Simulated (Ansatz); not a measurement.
# BrGeHNO (SMILES [NH]=[Ge]([O-])[Br]) (charge −1): what the fields show

The calculation's input:

```
crystal:
  periodic: [false, false, false]
  atoms:
    - symbol: Br
      position_ang: [-3.786556, -0.763476, 2.392079]
    - symbol: Ge
      position_ang: [-2.200861, -0.120453, 0.657477]
    - symbol: "N"
      position_ang: [-1.479420, 1.371681, 1.201851]
    - symbol: O
      position_ang: [-2.202034, -1.241121, -0.586546]
    - symbol: H
      position_ang: [-0.809396, 1.644202, 0.469724]
basis:
  gaussian:
    orbitals: def2-TZVPD
total_charge: -1
hamiltonian:
  xc: {name: PBE0}
output: {forces: true, orbitals: {seedname: orbitals}}
```

Run with:

```sh
ansatz run input.yaml --threads 2 --pin off --max-ram 4350MiB --events-out events.jsonl --progress --plain --runs-dir runs
```

Geometry: B3LYP-D3(BJ)/def2-SVPD.

The calculation used isolated molecule in a Gaussian basis; Kohn-Sham density functional theory, functional PBE0 in Ansatz.

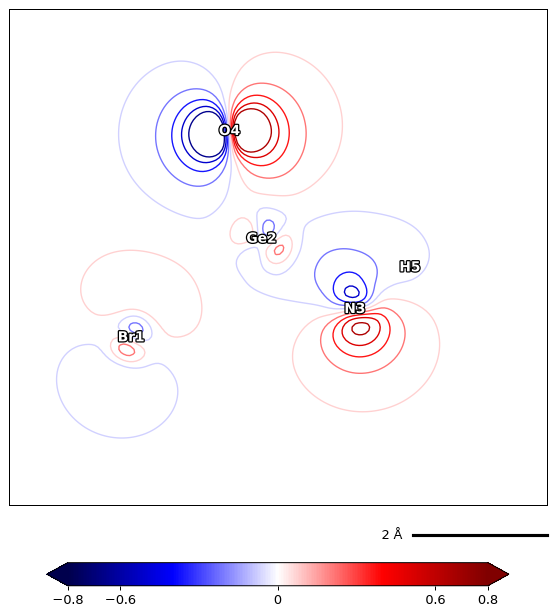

Figure 1. The HOMO−1 on the molecular plane (values in Å⁻³ᐟ²; the overall sign is arbitrary).

**Where does this orbital lie, and at what energy?**

It lies mainly on O4 (about 55 %), N3 (about 20 %), Ge2 (about 10 %) and Br1 (about 10 %); it is symmetric in the molecular plane (an in-plane orbital: σ, lone-pair or in-plane π type). Its energy is −2.76 eV.

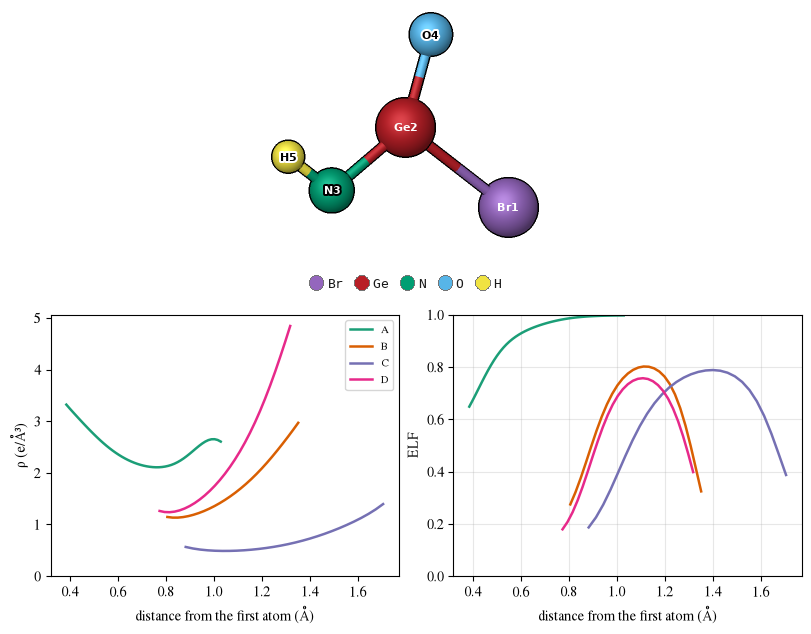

Figure 2. Electron density and electron localisation function along straight lines between neighbouring atoms. The curves leave out the atomic cores. The structure is drawn too.

**Which curve belongs to which contact (Ge–Br, Ge–N, Ge–O and N–H)? The first atom named is at distance zero.**

Curve A: N–H (1.03 Å): the density is about 2.7 e/Å³ at the midpoint; the ELF climbs to about 1 towards the hydrogen, as it does in any bond to H (an ordinary covalent bond to hydrogen). Curve B: Ge–N (1.74 Å): ρ is about 1.1 e/Å³ halfway; the ELF peaks at about 0.80 in the valence shell of N, 0.6 Å from its nucleus, and is about 0.45 at the midpoint. Curve C: Ge–Br (2.44 Å): ρ is about 0.54 e/Å³ halfway, with its minimum of 0.49 e/Å³ about 1.0 Å from Ge; the ELF peaks at about 0.80 in the valence shell of Br, 1.0 Å from its nucleus, and is about 0.70 at the midpoint. Curve D: Ge–O (1.67 Å): ρ is about 1.2 e/Å³ halfway; the ELF peaks at about 0.75 in the valence shell of O, 0.6 Å from its nucleus, and is about 0.30 at the midpoint.

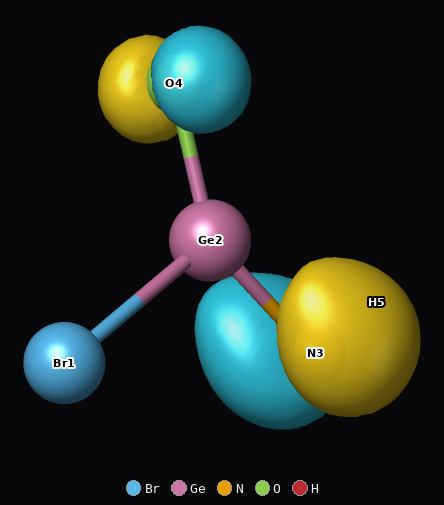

Figure 3. The HOMO at ±0.2 Å⁻³ᐟ² (yellow and cyan are the two phases), seen at an oblique angle.

**What is the character of this orbital?**

It lies mainly on N3 (about 55 %), O4 (about 20 %) and Ge2 (about 15 %); it changes sign across the molecular plane (π type); π-antibonding (a node) across Ge2–O4. Its energy is −2.28 eV.
